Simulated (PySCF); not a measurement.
Run report: GaCl$_{2}$F, geometry relaxation (part 1 of 3)

GaCl$_{2}$F, computed with HF/STO-6G, RHF, sfX2C (PySCF 2.14.0).

The run did not end well. The atoms were displaced at random from an optimised geometry.

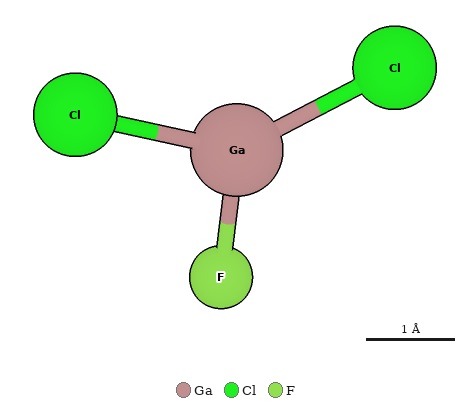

*The input geometry (ball-and-stick view, seen at a tilt). Sticks mark near contacts.*

Bond lengths as drawn: Cl–Ga 2.04 to 2.11 Å and F–Ga 1.75 Å.

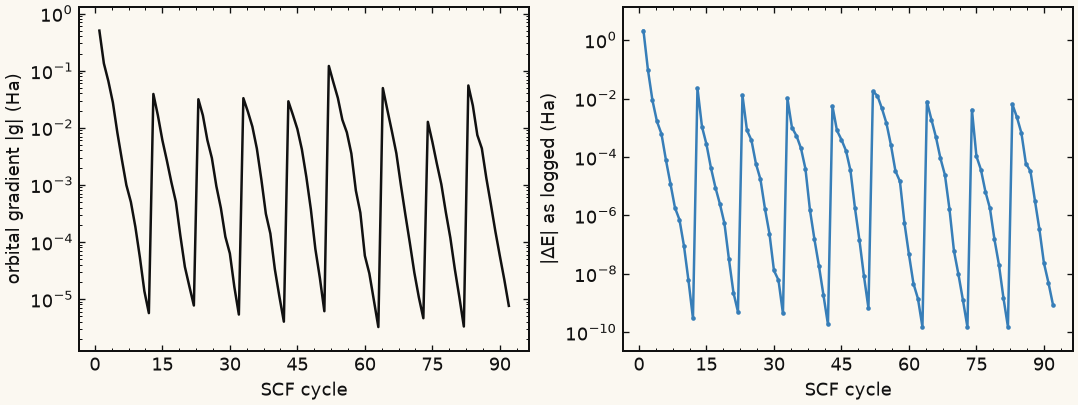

*Convergence of the self-consistent field: orbital gradient |g| and size of the energy change against the SCF cycle.*

All cycles printed in the log are drawn one after another.

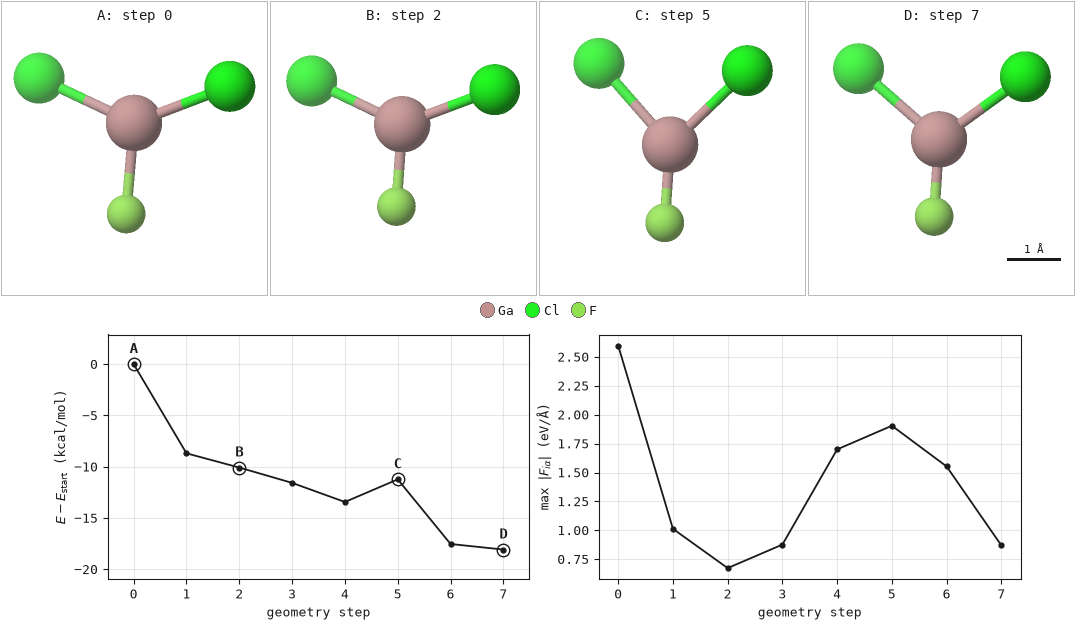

*Frames of the relaxation (ball-and-stick view, seen at a tilt) above the curves, on which the letters mark them (steps are counted from 0).*

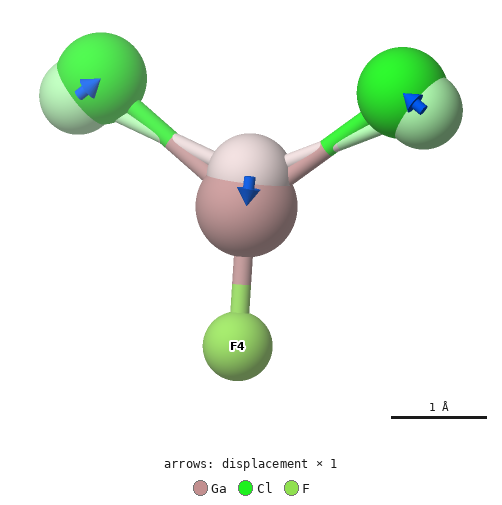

*Start (faint) and end (solid) with the displacements as blue arrows, at true length (ball-and-stick view, seen at a tilt). The two geometries are laid on each other by the best rigid fit.*

The run was cut off at its time limit before the relaxation converged, so the last structure is only a point on the way. Ga1 moves most after the best rigid fit: 0.32 Å. Largest moves by element: Ga 0.32 Å, Cl 0.31 Å, F 0.05 Å. Among the contacts that change: Ga1–F4 1.745 → 1.475 Å, Ga1–Cl2 2.040 → 2.102 Å, Ga1–Cl3 2.105 → 2.113 Å. Among the angles that change: Cl2–Ga1–Cl3 136.0° → 105.8°, Cl3–Ga1–F4 108.1° → 125.3°, Cl2–Ga1–F4 115.8° → 128.8°. After 7 geometry steps the energy has fallen by 18.1 kcal/mol. Largest force component: 2.6 eV/Å at the start, 0.87 eV/Å at the end. (Atoms are counted from 1 in the order of the input.)

The input that produced these results follows, with the program's output.

Input file (input.py):
```python
from pyscf import gto, scf
from pyscf.geomopt.geometric_solver import kernel as optimise

mol = gto.M(
    atom='mol.xyz',
    cart=True,
    max_memory=1860,
    basis='sto-6g',
    verbose=4,
)

hf = scf.RHF(mol)
hf = hf.sfx2c1e()
converged, mol_eq = optimise(hf, maxsteps=100)
print('converged:', converged)
print(mol_eq.tostring())

hf.reset(mol_eq)
mol = mol_eq
hf.kernel()
e_final = hf.e_tot
print(f'total energy: {e_final:.8f} hartree')
```

File mol.xyz:
```
4

Ga    -0.005729     0.024458     0.061337
Cl     2.020573    -0.212675     0.030224
Cl    -1.341964     1.649635    -0.015967
F     -0.942183    -1.448020     0.026774
```

Launched with:
```bash
OMP_NUM_THREADS=1 python input.py
```

Output:
```
PySCF version 2.14.0

[INPUT] num. atoms = 4
[INPUT] num. electrons = 74
[INPUT] charge = 0
[INPUT] spin (= nelec alpha-beta = 2S) = 0
[INPUT] symmetry False subgroup None
[INPUT] Mole.unit = angstrom
[INPUT] Cartesian GTO integrals (6d 10f)
[INPUT] Symbol           X                Y                Z      unit          X                Y                Z       unit  Magmom
[INPUT]  1 Ga    -0.005729000000   0.024458000000   0.061337000000 AA   -0.010826240968   0.046218921555   0.115910131302 Bohr   0.0
[INPUT]  2 Cl     2.020573000000  -0.212675000000   0.030224000000 AA    3.818329584691  -0.401897503542   0.057115082389 Bohr   0.0
[INPUT]  3 Cl    -1.341964000000   1.649635000000  -0.015967000000 AA   -2.535944429026   3.117358355497  -0.030173257031 Bohr   0.0
[INPUT]  4 F     -0.942183000000  -1.448020000000   0.026774000000 AA   -1.780467829221  -2.736361222893   0.050595527259 Bohr   0.0

nuclear repulsion = 444.653002740853
number of shells = 21
number of NR pGTOs = 252
number of NR cGTOs = 42
basis = sto-6g
ecp = {}
Create scanner for <class 'pyscf.grad.rhf.Gradients'>
Create scanner for <class 'pyscf.x2c.sfx2c1e.sfX2C1eRHF'>

#|     Arguments passed to driver run_optimizer():      |#
customengine              <pyscf.geomopt.geometric_solver.PySCFEngine object>
maxiter                   100
----------------------------------------------------------
Custom engine selected.
Bonds will be generated from interatomic distances less than 1.20 times sum of covalent radii
12 internal coordinates being used (instead of 12 Cartesians)
Internal coordinate system (atoms numbered from 1):
Distance 1-2
Distance 1-3
Distance 1-4
Angle 2-1-4
Angle 3-1-4
Out-of-Plane 1-2-3-4
Translation-X 1-4
Translation-Y 1-4
Translation-Z 1-4
Rotation-A 1-4
Rotation-B 1-4
Rotation-C 1-4
<class 'geometric.internal.Distance'> : 3
<class 'geometric.internal.Angle'> : 2
<class 'geometric.internal.OutOfPlane'> : 1
<class 'geometric.internal.TranslationX'> : 1
<class 'geometric.internal.TranslationY'> : 1
<class 'geometric.internal.TranslationZ'> : 1
<class 'geometric.internal.RotationA'> : 1
<class 'geometric.internal.RotationB'> : 1
<class 'geometric.internal.RotationC'> : 1
> ===== Optimization Info: ====
> Job type: Energy minimization
> Maximum number of optimization cycles: 100
> Initial / maximum trust radius (Angstrom): 0.100 / 0.300
> Convergence Criteria:
> Will converge when all 5 criteria are reached:
>  |Delta-E| < 1.00e-06
>  RMS-Grad  < 3.00e-04
>  Max-Grad  < 4.50e-04
>  RMS-Disp  < 1.20e-03
>  Max-Disp  < 1.80e-03
> === End Optimization Info ===

Geometry optimization cycle 1
Cartesian coordinates (Angstrom)
 Atom        New coordinates             dX        dY        dZ
  Ga  -0.005729   0.024458   0.061337    0.000000  0.000000  0.000000
  Cl   2.020573  -0.212675   0.030224    0.000000  0.000000  0.000000
  Cl  -1.341964   1.649635  -0.015967    0.000000 -0.000000  0.000000
   F  -0.942183  -1.448020   0.026774    0.000000  0.000000  0.000000

WARN: Mole.unit (angstrom) is changed to Bohr

New geometry
   1 Ga    -0.005729000000   0.024458000000   0.061337000000 AA   -0.010826240968   0.046218921555   0.115910131302 Bohr
   2 Cl     2.020573000000  -0.212675000000   0.030224000000 AA    3.818329584691  -0.401897503542   0.057115082389 Bohr
   3 Cl    -1.341964000000   1.649635000000  -0.015967000000 AA   -2.535944429026   3.117358355497  -0.030173257031 Bohr
   4 F     -0.942183000000  -1.448020000000   0.026774000000 AA   -1.780467829221  -2.736361222893   0.050595527259 Bohr

******** <class 'pyscf.scf.hf.sfX2C1eRHF_Scanner'> ********
method = sfX2C1eRHF_Scanner
initial guess = minao
damping factor = 0
level_shift factor = 0
DIIS = <class 'pyscf.scf.diis.CDIIS'>
diis_start_cycle = 1
diis_space = 8
diis_damp = 0
SCF conv_tol = 1e-09
SCF conv_tol_grad = None
SCF max_cycles = 50
direct_scf = True
direct_scf_tol = 1e-13

******** <class 'pyscf.x2c.sfx2c1e.SpinFreeX2CHelper'> ********
approx = 1e
xuncontract = 1
Set gradient conv threshold to 3.16228e-05
Initial guess from minao.
init E= -2944.48826086954
  HOMO = -0.682222076319231  LUMO = -0.278825318627305  gap/eV = 10.97698
cycle= 1 E= -2946.60135179133  delta_E= -2.11  |g|= 0.504  |ddm|=  263
  HOMO = -0.233173995470568  LUMO = 0.159170689552509  gap/eV = 10.67624
cycle= 2 E= -2946.69580089698  delta_E= -0.0944  |g|= 0.134  |ddm|= 61.6
  HOMO = -0.319614058926533  LUMO = 0.147936226282326  gap/eV = 12.72269
cycle= 3 E= -2946.70440981035  delta_E= -0.00861  |g|= 0.0654  |ddm|=   10
  HOMO = -0.349969624768756  LUMO = 0.142262663342962  gap/eV = 13.39432
cycle= 4 E= -2946.70606198238  delta_E= -0.00165  |g|= 0.0277  |ddm|= 8.68
  HOMO = -0.358378686120418  LUMO = 0.140116418190093  gap/eV = 13.56474
cycle= 5 E= -2946.70667809696  delta_E= -0.000616  |g|= 0.00817  |ddm|= 6.04
  HOMO = -0.360236873123752  LUMO = 0.138303386873719  gap/eV = 13.56597
cycle= 6 E= -2946.70675590034  delta_E= -7.78e-05  |g|= 0.00277  |ddm|= 1.41
  HOMO = -0.35961373726992  LUMO = 0.138578881105802  gap/eV = 13.55651
cycle= 7 E= -2946.70676804501  delta_E= -1.21e-05  |g|= 0.000988  |ddm|= 0.222
  HOMO = -0.35969145685814  LUMO = 0.138508300802132  gap/eV = 13.55671
cycle= 8 E= -2946.70676988393  delta_E= -1.84e-06  |g|= 0.000501  |ddm|= 0.0481
  HOMO = -0.3595889820264  LUMO = 0.138534526609924  gap/eV = 13.55463
cycle= 9 E= -2946.70677060086  delta_E= -7.17e-07  |g|= 0.000183  |ddm|= 0.018
  HOMO = -0.359563785088669  LUMO = 0.13854914510523  gap/eV = 13.55434
cycle= 10 E= -2946.70677069165  delta_E= -9.08e-08  |g|= 5.38e-05  |ddm|= 0.00822
  HOMO = -0.359544645387639  LUMO = 0.138551365595863  gap/eV = 13.55388
cycle= 11 E= -2946.70677069766  delta_E= -6.01e-09  |g|= 1.37e-05  |ddm|= 0.00483
  HOMO = -0.359541617309752  LUMO = 0.138552062237896  gap/eV = 13.55382
cycle= 12 E= -2946.70677069796  delta_E= -3e-10  |g|= 5.65e-06  |ddm|= 0.00106
  HOMO = -0.359541771429424  LUMO = 0.138551892709613  gap/eV = 13.55382
Extra cycle  E= -2946.70677069799  delta_E= -3.55e-11  |g|= 3.69e-06  |ddm|= 4.29e-05
converged SCF energy = -2946.70677069799

******** <class 'pyscf.grad.rhf.Gradients_Scanner'> for <class 'pyscf.scf.hf.sfX2C1eRHF_Scanner'> ********
unit = Eh/Bohr
--------------- sfX2C1eRHF_Scanner gradients ---------------
         x                y                z
0 Ga     0.0232462803     0.0243168231     0.0054755301
1 Cl     0.0310544734    -0.0014048708    -0.0014106431
2 Cl    -0.0209887320     0.0275967835    -0.0021512484
3 F    -0.0333120229    -0.0505087345    -0.0019136386
----------------------------------------------
cycle 1: E = -2946.7067707  dE = -2946.71  norm(grad) = 0.0836734
Step    0 : Gradient = 4.184e-02/6.053e-02 (rms/max) Energy = -2946.7067706980
Hessian Eigenvalues: 4.50000e-02 5.00000e-02 5.00000e-02 ... 2.50000e-01 3.03486e-01 3.09396e-01

Geometry optimization cycle 2
Cartesian coordinates (Angstrom)
 Atom        New coordinates             dX        dY        dZ
  Ga  -0.006394   0.040408   0.009946   -0.000665  0.015950 -0.051391
  Cl   1.957860  -0.251818   0.048802   -0.062713 -0.039143  0.018578
  Cl  -1.339416   1.573390   0.002240    0.002548 -0.076245  0.018207
   F  -0.881353  -1.348583   0.041380    0.060830  0.099437  0.014606
New geometry
   1 Ga    -0.006394423078   0.040408085773   0.009946222395 AA   -0.012083708342   0.076360215328   0.018795636300 Bohr
   2 Cl     1.957860242169  -0.251817920241   0.048802236661 AA    3.699819647875  -0.475866902513   0.092222861556 Bohr
   3 Cl    -1.339416154883   1.573390381282   0.002239747021 AA   -2.531129699547   2.973276907648   0.004232508458 Bohr
   4 F     -0.881352615566  -1.348582605211   0.041379792517 AA   -1.665515062590  -2.548451780202   0.078196474948 Bohr

******** <class 'pyscf.scf.hf.sfX2C1eRHF_Scanner'> ********
method = sfX2C1eRHF_Scanner
initial guess = minao
damping factor = 0
level_shift factor = 0
DIIS = <class 'pyscf.scf.diis.CDIIS'>
diis_start_cycle = 1
diis_space = 8
diis_damp = 0
SCF conv_tol = 1e-09
SCF conv_tol_grad = None
SCF max_cycles = 50
direct_scf = True
direct_scf_tol = 1e-13

******** <class 'pyscf.x2c.sfx2c1e.SpinFreeX2CHelper'> ********
approx = 1e
xuncontract = 1
Set gradient conv threshold to 3.16228e-05
init E= -2946.74186536352
  HOMO = -0.3364217943658  LUMO = 0.167123863141756  gap/eV = 13.70218
cycle= 1 E= -2946.71919622791  delta_E= 0.0227  |g|= 0.0391  |ddm|=  1.3
  HOMO = -0.361656927753405  LUMO = 0.154480006319893  gap/eV = 14.04480
cycle= 2 E= -2946.72029569733  delta_E= -0.0011  |g|= 0.0165  |ddm|= 2.42
  HOMO = -0.360431876142911  LUMO = 0.1563916879642  gap/eV = 14.06349
cycle= 3 E= -2946.7205673611  delta_E= -0.000272  |g|= 0.00606  |ddm|= 0.172
  HOMO = -0.362577017267344  LUMO = 0.155837473481306  gap/eV = 14.10678
cycle= 4 E= -2946.72060955819  delta_E= -4.22e-05  |g|= 0.00266  |ddm|= 0.297
  HOMO = -0.362026801428531  LUMO = 0.156043476664307  gap/eV = 14.09741
cycle= 5 E= -2946.72061854297  delta_E= -8.98e-06  |g|= 0.00111  |ddm|= 0.303
  HOMO = -0.361852309167125  LUMO = 0.156198943775716  gap/eV = 14.09689
cycle= 6 E= -2946.72062097042  delta_E= -2.43e-06  |g|= 0.000504  |ddm|= 0.0986
  HOMO = -0.361884376420258  LUMO = 0.156187897797599  gap/eV = 14.09746
cycle= 7 E= -2946.72062150321  delta_E= -5.33e-07  |g|= 0.000128  |ddm|= 0.0288
  HOMO = -0.361882642651547  LUMO = 0.156181841326236  gap/eV = 14.09725
cycle= 8 E= -2946.7206215344  delta_E= -3.12e-08  |g|= 3.66e-05  |ddm|= 0.00694
  HOMO = -0.361882904611711  LUMO = 0.156178066096492  gap/eV = 14.09716
cycle= 9 E= -2946.72062153669  delta_E= -2.29e-09  |g|= 1.66e-05  |ddm|= 0.00113
  HOMO = -0.361878690368156  LUMO = 0.156179475714421  gap/eV = 14.09708
cycle= 10 E= -2946.7206215372  delta_E= -5.03e-10  |g|= 7.68e-06  |ddm|= 0.000565
  HOMO = -0.361880260197307  LUMO = 0.15617862570184  gap/eV = 14.09710
Extra cycle  E= -2946.72062153726  delta_E= -6.55e-11  |g|= 4.83e-06  |ddm|= 0.000457
converged SCF energy = -2946.72062153726

******** <class 'pyscf.grad.rhf.Gradients_Scanner'> for <class 'pyscf.scf.hf.sfX2C1eRHF_Scanner'> ********
unit = Eh/Bohr
--------------- sfX2C1eRHF_Scanner gradients ---------------
         x                y                z
0 Ga     0.0191134341     0.0174425714    -0.0020976301
1 Cl     0.0025966502    -0.0009140015     0.0006136066
2 Cl    -0.0062221283     0.0031707685     0.0005344126
3 F    -0.0154879578    -0.0196993400     0.0009496108
```
